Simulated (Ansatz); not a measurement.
**Rh: a strain scan**

Aim: for Rh, strain the cell along the Voigt pattern (0, 0, 1, 0, 0, 0).

Program: Ansatz 0.2.0. Level of theory: DFT r2SCAN, scalar-relativistic, plane waves, PAW. These are calculated values, not measurements.

## Step 1: The structure to begin with

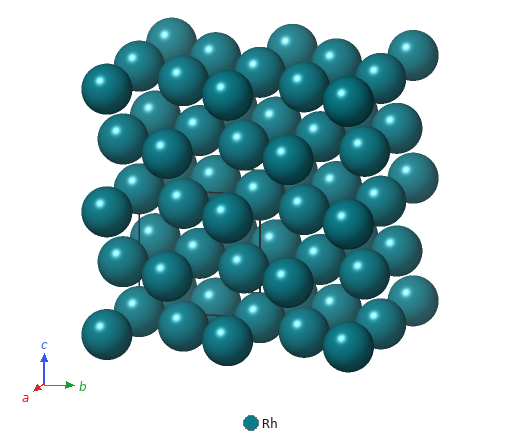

Start, viewed slightly off an axis; rhodium blue. 2×2×2 cells are drawn. Atoms on the faces are drawn again on the opposite ones. The cell drawn here is the conventional one.

Coordinates:

```
Rh
1.0
     0.00000    1.90155    1.90155
     1.90155    0.00000    1.90155
     1.90155    1.90155    0.00000
Rh
1
Direct
  0.00000 0.00000 0.00000
```

No relaxation comes first: the listed cell is the starting point.

## Step 2: The reference cell

The reference gives a free energy of -6415.2803 eV, pressure -0.63 GPa, largest force 0.000 eV/Å and gap on the mesh none (metal). It was computed beforehand with the settings of the runs below.

## Step 3: Next: a strain scan

The cell is strained by ε times the Voigt pattern (0, 0, 1, 0, 0, 0) (xx, yy, zz, yz, xz, xy; engineering shear), with fractional coordinates fixed (clamped ions). The stress on the pattern is the sum of the stress components weighted by it, tension positive.

## Step 4: Point ε = -0.0200

input.yaml

```yaml
crystal:
  lattice:
    - [0.0, 1.90155, 1.863519]
    - [1.90155, 0.0, 1.863519]
    - [1.90155, 1.90155, 0.0]
  atoms:
    - { symbol: Rh, position: [0.0, 0.0, 0.0] }
basis:
  ecutwfc: 500
kpoints:
  mp_grid: { grid: [22, 22, 22] }
hamiltonian:
  xc: r2scan
scf:
  occupations: { method: gaussian, width: 0.15 }
output:
  forces: true
  stress: true
  eigenvalues: true
```

Run with:

```console
$ ansatz run input.yaml --threads 1 --pin off --max-ram 2560MiB --backend cpu --events-out ev --progress --plain --runs-dir out
```

Output (excerpt; [...] marks lines left out):

```text
Warning: RAYON_NUM_THREADS=1 ignored (pool sized by the plan → 1); use --threads N
[...]
Pseudopotentials: kind: paw
Pseudopotential: Rh, paw, valence charge 17, recommended cutoff 500 eV (meta_gga), Rh.paw.azcp
Functional definition: r2SCAN
[...]
Crystal: 1 atoms, lattice volume = 13.477 Å³
Basis set: ecut = 500 eV, 331 PW (Γ), exchange–correlation on 80×80×80 points (64 copies of the dense FFT grid, shifted against one another)
Bands: 13, of which v1, the nominal top of the filled ones, is band 9 counted from 1 (8 counted from 0)
Symmetry: 16 space group operations
Space group: I4/mmm (ITA 139), of the structure as read, at distance tolerance 2.4e-5 Å
k-points: 834 of 10648
[...]
SCF iter   1: F=—  HF=-6415.261575 eV  |F-HF|=—  |Δ(HF+E_count)|=         —  Δρ=1.03e-2  dr2=3.91e-3  dr2_τ=1.05e-2  ethr=1.77e-3  ⟨swp⟩=5.1  Hψ=61081  notcnv=0
[...]
SCF iter   6: F=-6415.273522 eV  HF=-6415.273522 eV  |F-HF|=2.33e-9  |Δ(HF+E_count)|=   9.45e-7  Δρ=9.31e-6  dr2=2.94e-9  dr2_τ=3.55e-9  ethr=5.88e-10  ⟨swp⟩=6.0  Hψ=51626  notcnv=0
[...]
SCF converged after 6 iterations
Free energy (F): -6415.273522 eV
[...]
E sigma→0 (E₀):  -6415.266498 eV
Entropy (-TS):   -0.014049 eV (-14.049 meV/atom)
Fermi energy:    22.778493 eV
[...]
--- Forces (eV/Å), atoms counted from 1 ---
  atom   1  Rh     0.00000000     0.00000000    -0.00000000
[...]
--- Stress (GPa, compression-positive) ---
        3.651263       0.000000       0.000000
        0.000000       3.651263       0.000000
        0.000000       0.000000       8.775228
  P = ⅓ Tr σ = 5.3593 GPa (53.593 kbar)
--- Band table (eV; the first three rows and the last of 834) ---
  k-point 0: bands = ["-58.4212", "-25.0340", "-25.0340", "-25.0220", "14.4867", "19.4440", "19.4440", "19.6705", "21.5409", "21.8142", "39.2482", "44.7672", "44.7672"]
[...]
```

Wall time 13 s (1 thread of Intel Xeon at 2.70GHz, shared host); peak memory 0.49 GiB.

## Step 5: At ε = 0.0150

Changes to input.yaml since step 4:

```diff
@@ -2,4 +2,4 @@
   lattice:
-    - [0.0, 1.90155, 1.863519]
-    - [1.90155, 0.0, 1.863519]
+    - [0.0, 1.90155, 1.93007325]
+    - [1.90155, 0.0, 1.93007325]
     - [1.90155, 1.90155, 0.0]
```

Run with:

```console
$ ansatz run input.yaml --threads 1 --pin off --max-ram 2560MiB --backend cpu --events-out ev --progress --plain --runs-dir out
```

Output (excerpt; [...] marks lines left out):

```text
[...]
SCF converged after 6 iterations
Free energy (F): -6415.275409 eV
[...]
E sigma→0 (E₀):  -6415.267961 eV
Entropy (-TS):   -0.014896 eV (-14.896 meV/atom)
Fermi energy:    21.767320 eV
[...]
--- Forces (eV/Å), atoms counted from 1 ---
  atom   1  Rh    -0.00000000     0.00000000     0.00000000
[...]
--- Stress (GPa, compression-positive) ---
       -3.416141       0.000000       0.000000
        0.000000      -3.416141       0.000000
        0.000000      -0.000000      -6.926015
  P = ⅓ Tr σ = -4.5861 GPa (-45.861 kbar)
--- Band table (eV; the first three rows and the last of 834) ---
  k-point 0: bands = ["-59.3191", "-25.9826", "-25.9741", "-25.9741", "13.7402", "18.5726", "18.7368", "18.7368", "20.6235", "20.8193", "38.2715", "43.5211", "43.9760"]
[...]
```

It took 14 s on 1 thread of Intel Xeon at 2.70GHz, shared host; peak memory 0.5 GiB.

## Step 6: At ε = -0.0100

Changes to input.yaml since step 5:

```diff
@@ -2,4 +2,4 @@
   lattice:
-    - [0.0, 1.90155, 1.93007325]
-    - [1.90155, 0.0, 1.93007325]
+    - [0.0, 1.90155, 1.8825345]
+    - [1.90155, 0.0, 1.8825345]
     - [1.90155, 1.90155, 0.0]
```

Run with:

```console
$ ansatz run input.yaml --threads 1 --pin off --max-ram 2560MiB --backend cpu --events-out ev --progress --plain --runs-dir out
```

Output (excerpt; [...] marks lines left out):

```text
[...]
SCF converged after 6 iterations
Free energy (F): -6415.278950 eV
[...]
E sigma→0 (E₀):  -6415.271797 eV
Entropy (-TS):   -0.014306 eV (-14.306 meV/atom)
Fermi energy:    22.482504 eV
[...]
--- Forces (eV/Å), atoms counted from 1 ---
  atom   1  Rh     0.00000000     0.00000000     0.00000000
[...]
--- Stress (GPa, compression-positive) ---
        1.423129       0.000000       0.000000
        0.000000       1.423129       0.000000
        0.000000       0.000000       3.922673
  P = ⅓ Tr σ = 2.2563 GPa (22.563 kbar)
--- Band table (eV; the first three rows and the last of 834) ---
  k-point 0: bands = ["-58.6846", "-25.3102", "-25.3102", "-25.3043", "14.2670", "19.2354", "19.2354", "19.3476", "21.3315", "21.4664", "38.9586", "44.5395", "44.5395"]
[...]
```

It took 14 s on 1 thread of Intel Xeon at 2.70GHz, shared host; peak memory 0.49 GiB.

## Step 7: At ε = 0.0050

Changes to input.yaml since step 6:

```diff
@@ -2,4 +2,4 @@
   lattice:
-    - [0.0, 1.90155, 1.8825345]
-    - [1.90155, 0.0, 1.8825345]
+    - [0.0, 1.90155, 1.91105775]
+    - [1.90155, 0.0, 1.91105775]
     - [1.90155, 1.90155, 0.0]
```

Run with:

```console
$ ansatz run input.yaml --threads 1 --pin off --max-ram 2560MiB --backend cpu --events-out ev --progress --plain --runs-dir out
```

Output (excerpt; [...] marks lines left out):

```text
[...]
SCF converged after 6 iterations
Free energy (F): -6415.279603 eV
[...]
E sigma→0 (E₀):  -6415.272267 eV
Entropy (-TS):   -0.014673 eV (-14.673 meV/atom)
Fermi energy:    22.049182 eV
[...]
--- Forces (eV/Å), atoms counted from 1 ---
  atom   1  Rh    -0.00000000     0.00000000    -0.00000000
[...]
--- Stress (GPa, compression-positive) ---
       -1.597829       0.000000       0.000000
        0.000000      -1.597829       0.000000
        0.000000       0.000000      -2.799767
  P = ⅓ Tr σ = -1.9985 GPa (-19.985 kbar)
--- Band table (eV; the first three rows and the last of 834) ---
  k-point 0: bands = ["-59.0693", "-25.7158", "-25.7130", "-25.7130", "13.9472", "18.8772", "18.9324", "18.9324", "20.9561", "21.0223", "38.5401", "44.0447", "44.2005"]
[...]
```

It took 14 s on 1 thread of Intel Xeon at 2.70GHz, shared host; peak memory 0.5 GiB.

## Step 8: At ε = 0.0200

Changes to input.yaml since step 7:

```diff
@@ -2,4 +2,4 @@
   lattice:
-    - [0.0, 1.90155, 1.91105775]
-    - [1.90155, 0.0, 1.91105775]
+    - [0.0, 1.90155, 1.939581]
+    - [1.90155, 0.0, 1.939581]
     - [1.90155, 1.90155, 0.0]
```

Run with:

```console
$ ansatz run input.yaml --threads 1 --pin off --max-ram 2560MiB --backend cpu --events-out ev --progress --plain --runs-dir out
```

Output (excerpt; [...] marks lines left out):

```text
Warning: RAYON_NUM_THREADS=1 ignored (pool sized by the plan → 1); use --threads N
[...]
[... 3 set-up lines as earlier in the session ...]
[...]
Crystal: 1 atoms, lattice volume = 14.027 Å³
Basis set: ecut = 500 eV, 339 PW (Γ), exchange–correlation on 80×80×80 points (64 copies of the dense FFT grid, shifted against one another)
Bands: 13, of which v1, the nominal top of the filled ones, is band 9 counted from 1 (8 counted from 0)
[... 2 set-up lines as earlier in the session ...]
k-points: 834 of 10648
[...]
SCF iter   1: F=—  HF=-6415.261123 eV  |F-HF|=—  |Δ(HF+E_count)|=         —  Δρ=1.02e-2  dr2=3.93e-3  dr2_τ=9.16e-3  ethr=1.77e-3  ⟨swp⟩=5.0  Hψ=60947  notcnv=0
[...]
SCF iter   6: F=-6415.272014 eV  HF=-6415.272014 eV  |F-HF|=1.14e-8  |Δ(HF+E_count)|=   8.62e-7  Δρ=9.48e-6  dr2=5.79e-9  dr2_τ=1.39e-9  ethr=5.88e-10  ⟨swp⟩=5.5  Hψ=50714  notcnv=0
[...]
SCF converged after 6 iterations
Free energy (F): -6415.272014 eV
[...]
E sigma→0 (E₀):  -6415.264514 eV
Entropy (-TS):   -0.015000 eV (-15.000 meV/atom)
Fermi energy:    21.628452 eV
[...]
--- Forces (eV/Å), atoms counted from 1 ---
  atom   1  Rh     0.00000000     0.00000000    -0.00000000
[...]
--- Stress (GPa, compression-positive) ---
       -4.270757       0.000000       0.000000
        0.000000      -4.270757       0.000000
        0.000000       0.000000      -8.886925
  P = ⅓ Tr σ = -5.8095 GPa (-58.095 kbar)
--- Band table (eV; the first three rows and the last of 834) ---
  k-point 0: bands = ["-59.4420", "-26.1137", "-26.1025", "-26.1025", "13.6385", "18.4230", "18.6408", "18.6408", "20.4595", "20.7189", "38.1402", "43.2657", "43.8642"]
[...]
```

Run time: 15 s. Hardware: 1 thread of Intel Xeon at 2.70GHz, shared host; peak memory 0.5 GiB.

## Step 9: At ε = -0.0150

Changes to input.yaml since step 8:

```diff
@@ -2,4 +2,4 @@
   lattice:
-    - [0.0, 1.90155, 1.939581]
-    - [1.90155, 0.0, 1.939581]
+    - [0.0, 1.90155, 1.87302675]
+    - [1.90155, 0.0, 1.87302675]
     - [1.90155, 1.90155, 0.0]
@@ -19 +19,5 @@
   eigenvalues: true
+  write_density: true
+  write_potential: true
+  elf: true
+  volumetric_format: npy
```

Run with:

```console
$ ansatz run input.yaml --threads 1 --pin off --max-ram 2560MiB --backend cpu --events-out ev --progress --plain --runs-dir out
```

Output (excerpt; [...] marks lines left out):

```text
Warning: RAYON_NUM_THREADS=1 ignored (pool sized by the plan → 1); use --threads N
[...]
[... 3 set-up lines as earlier in the session ...]
[...]
Crystal: 1 atoms, lattice volume = 13.545 Å³
Basis set: ecut = 500 eV, 331 PW (Γ), exchange–correlation on 80×80×80 points (64 copies of the dense FFT grid, shifted against one another)
Bands: 13, of which v1, the nominal top of the filled ones, is band 9 counted from 1 (8 counted from 0)
[... 2 set-up lines as earlier in the session ...]
k-points: 834 of 10648
[...]
SCF iter   1: F=—  HF=-6415.264963 eV  |F-HF|=—  |Δ(HF+E_count)|=         —  Δρ=1.03e-2  dr2=3.92e-3  dr2_τ=1.03e-2  ethr=1.77e-3  ⟨swp⟩=5.0  Hψ=61038  notcnv=0
[...]
SCF iter   6: F=-6415.276756 eV  HF=-6415.276756 eV  |F-HF|=5.19e-9  |Δ(HF+E_count)|=   1.01e-6  Δρ=8.45e-6  dr2=2.74e-9  dr2_τ=2.55e-9  ethr=5.88e-10  ⟨swp⟩=10.0  Hψ=75478  notcnv=0
[...]
SCF converged after 6 iterations
Free energy (F): -6415.276756 eV
[...]
E sigma→0 (E₀):  -6415.269667 eV
Entropy (-TS):   -0.014178 eV (-14.178 meV/atom)
Fermi energy:    22.629793 eV
[...]
--- Forces (eV/Å), atoms counted from 1 ---
  atom   1  Rh     0.00000000     0.00000000     0.00000000
[...]
--- Stress (GPa, compression-positive) ---
        2.514552       0.000000       0.000000
        0.000000       2.514552       0.000000
        0.000000       0.000000       6.311057
  P = ⅓ Tr σ = 3.7801 GPa (37.801 kbar)
--- Band table (eV; the first three rows and the last of 834) ---
  k-point 0: bands = ["-58.5536", "-25.1729", "-25.1729", "-25.1639", "14.3762", "19.3390", "19.3390", "19.5081", "21.4359", "21.6395", "39.1023", "44.6532", "44.6532"]
[...]
```

Wall time 23 s (1 thread of Intel Xeon at 2.70GHz, shared host); peak memory 0.48 GiB.

Axes a, b and c in the maps are those of this run's conventional cell (a, b, c = 2.689, 2.689, 3.746 Å).

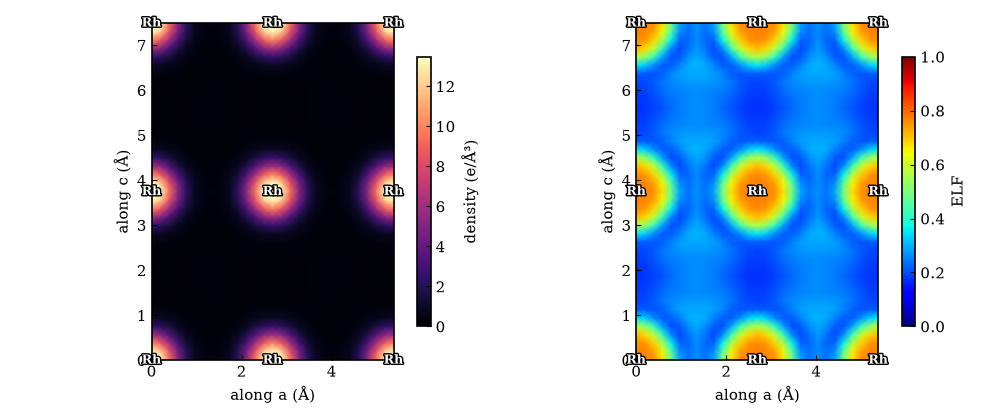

Density (left) and ELF (right) in a lattice plane of the grid's cell (edges 2.69 and 3.75 Å, at 0.000 of the third edge), which holds Rh. Only atoms in the plane are labelled; the density scale stops at 13.47 e/Å³. Both are smooth fields of the valence electrons: close to the nuclei they are not physical.

## Step 10: Point ε = 0.0100

input.yaml

```yaml
crystal:
  lattice:
    - [0.0, 1.90155, 1.9205655]
    - [1.90155, 0.0, 1.9205655]
    - [1.90155, 1.90155, 0.0]
  atoms:
    - { symbol: Rh, position: [0.0, 0.0, 0.0] }
basis:
  ecutwfc: 500
kpoints:
  mp_grid: { grid: [22, 22, 22] }
hamiltonian:
  xc: r2scan
scf:
  occupations: { method: gaussian, width: 0.15 }
output:
  forces: true
  stress: true
  eigenvalues: true
```

Run with:

```console
$ ansatz run input.yaml --threads 1 --pin off --max-ram 2560MiB --backend cpu --events-out ev --progress --plain --runs-dir out
```

Output (excerpt; [...] marks lines left out):

```text
Warning: RAYON_NUM_THREADS=1 ignored (pool sized by the plan → 1); use --threads N
[...]
[... 3 set-up lines as earlier in the session ...]
[...]
Crystal: 1 atoms, lattice volume = 13.889 Å³
Basis set: ecut = 500 eV, 339 PW (Γ), exchange–correlation on 80×80×80 points (64 copies of the dense FFT grid, shifted against one another)
Bands: 13, of which v1, the nominal top of the filled ones, is band 9 counted from 1 (8 counted from 0)
[... 2 set-up lines as earlier in the session ...]
k-points: 834 of 10648
[...]
SCF iter   1: F=—  HF=-6415.266827 eV  |F-HF|=—  |Δ(HF+E_count)|=         —  Δρ=1.02e-2  dr2=3.92e-3  dr2_τ=9.45e-3  ethr=1.77e-3  ⟨swp⟩=5.1  Hψ=61003  notcnv=0
[...]
SCF iter   6: F=-6415.277949 eV  HF=-6415.277949 eV  |F-HF|=6.37e-9  |Δ(HF+E_count)|=   9.72e-7  Δρ=8.65e-6  dr2=3.09e-9  dr2_τ=2.38e-9  ethr=5.88e-10  ⟨swp⟩=5.6  Hψ=50914  notcnv=0
[...]
SCF converged after 6 iterations
Free energy (F): -6415.277949 eV
[...]
E sigma→0 (E₀):  -6415.270556 eV
Entropy (-TS):   -0.014787 eV (-14.787 meV/atom)
Fermi energy:    21.907552 eV
[...]
--- Forces (eV/Å), atoms counted from 1 ---
  atom   1  Rh     0.00000000     0.00000000     0.00000000
[...]
--- Stress (GPa, compression-positive) ---
       -2.525583       0.000000       0.000000
        0.000000      -2.525583       0.000000
        0.000000       0.000000      -4.897434
  P = ⅓ Tr σ = -3.3162 GPa (-33.162 kbar)
--- Band table (eV; the first three rows and the last of 834) ---
  k-point 0: bands = ["-59.1949", "-25.8500", "-25.8443", "-25.8443", "13.8430", "18.7240", "18.8340", "18.8340", "20.7891", "20.9205", "38.4048", "43.7808", "44.0881"]
[...]
```

Wall time 14 s (1 thread of Intel Xeon at 2.70GHz, shared host); peak memory 0.5 GiB.

## Step 11: At ε = -0.0050

Changes to input.yaml since step 10:

```diff
@@ -2,4 +2,4 @@
   lattice:
-    - [0.0, 1.90155, 1.9205655]
-    - [1.90155, 0.0, 1.9205655]
+    - [0.0, 1.90155, 1.89204225]
+    - [1.90155, 0.0, 1.89204225]
     - [1.90155, 1.90155, 0.0]
```

Run with:

```console
$ ansatz run input.yaml --threads 1 --pin off --max-ram 2560MiB --backend cpu --events-out ev --progress --plain --runs-dir out
```

Output (excerpt; [...] marks lines left out):

```text
[...]
SCF converged after 6 iterations
Free energy (F): -6415.280135 eV
[...]
E sigma→0 (E₀):  -6415.272919 eV
Entropy (-TS):   -0.014432 eV (-14.432 meV/atom)
Fermi energy:    22.336646 eV
[...]
--- Forces (eV/Å), atoms counted from 1 ---
  atom   1  Rh     0.00000000     0.00000000     0.00000000
[...]
--- Stress (GPa, compression-positive) ---
        0.375000       0.000000       0.000000
        0.000000       0.375000       0.000000
        0.000000       0.000000       1.608928
  P = ⅓ Tr σ = 0.7863 GPa (7.863 kbar)
--- Band table (eV; the first three rows and the last of 834) ---
  k-point 0: bands = ["-58.8142", "-25.4459", "-25.4459", "-25.4430", "14.1591", "19.1331", "19.1331", "19.1889", "21.2278", "21.2948", "38.8170", "44.4262", "44.4262"]
[...]
```

Wall time 13 s (1 thread of Intel Xeon at 2.70GHz, shared host); peak memory 0.49 GiB.

## Step 12: Point ε = 0.0175

Changes to input.yaml since step 11:

```diff
@@ -2,4 +2,4 @@
   lattice:
-    - [0.0, 1.90155, 1.89204225]
-    - [1.90155, 0.0, 1.89204225]
+    - [0.0, 1.90155, 1.934827125]
+    - [1.90155, 0.0, 1.934827125]
     - [1.90155, 1.90155, 0.0]
```

Run with:

```console
$ ansatz run input.yaml --threads 1 --pin off --max-ram 2560MiB --backend cpu --events-out ev --progress --plain --runs-dir out
```

Output (excerpt; [...] marks lines left out):

```text
[...]
SCF converged after 6 iterations
Free energy (F): -6415.273817 eV
[...]
E sigma→0 (E₀):  -6415.266342 eV
Entropy (-TS):   -0.014949 eV (-14.949 meV/atom)
Fermi energy:    21.697713 eV
[...]
--- Forces (eV/Å), atoms counted from 1 ---
  atom   1  Rh    -0.00000000     0.00000000    -0.00000000
[...]
--- Stress (GPa, compression-positive) ---
       -3.847855       0.000000       0.000000
        0.000000      -3.847855       0.000000
        0.000000       0.000000      -7.914807
  P = ⅓ Tr σ = -5.2035 GPa (-52.035 kbar)
--- Band table (eV; the first three rows and the last of 834) ---
  k-point 0: bands = ["-59.3807", "-26.0483", "-26.0385", "-26.0385", "13.6892", "18.4976", "18.6886", "18.6886", "20.5413", "20.7690", "38.2056", "43.3929", "43.9201"]
[...]
```

It took 14 s on 1 thread of Intel Xeon at 2.70GHz, shared host; peak memory 0.5 GiB.

## Step 13: Results of the scan

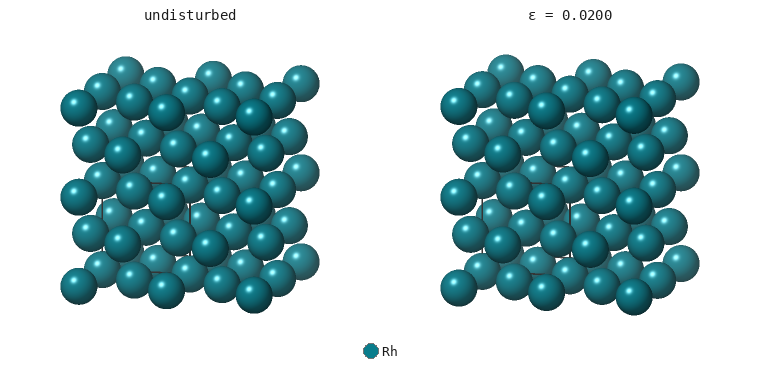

The undisturbed cell and the costliest point of the scan, at one scale, with neighbouring cells.

Collected from the runs (energy zero: the undisturbed cell):

| ε | ΔE (meV/atom) | stress on the pattern (GPa) | pressure (GPa) |
| --- | --- | --- | --- |
| -0.0200 | 6.8 | -8.78 | 5.4 |
| -0.0150 | 3.6 | -6.31 | 3.8 |
| -0.0100 | 1.4 | -3.92 | 2.3 |
| -0.0050 | 0.2 | -1.61 | 0.8 |
| 0.0000 | 0.0 | 0.63 | -0.6 |
| 0.0050 | 0.7 | 2.80 | -2.0 |
| 0.0100 | 2.4 | 4.90 | -3.3 |
| 0.0150 | 4.9 | 6.93 | -4.6 |
| 0.0175 | 6.5 | 7.91 | -5.2 |
| 0.0200 | 8.3 | 8.89 | -5.8 |

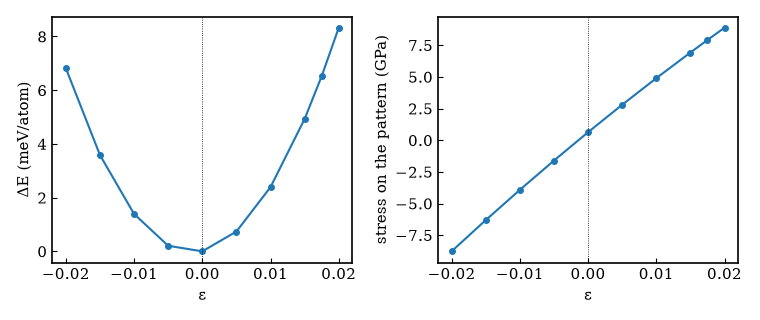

ΔE and stress on the pattern along the scan.

## Step 14: What came out

```
                                  quantity    value
slope of the stress at ε = 0, over ±0.0050  441 GPa
```

The slope of the stress at zero strain, 441 GPa, estimates C33 with clamped ions in this Cartesian frame. The undisturbed cell stays the lowest of the sampled points.
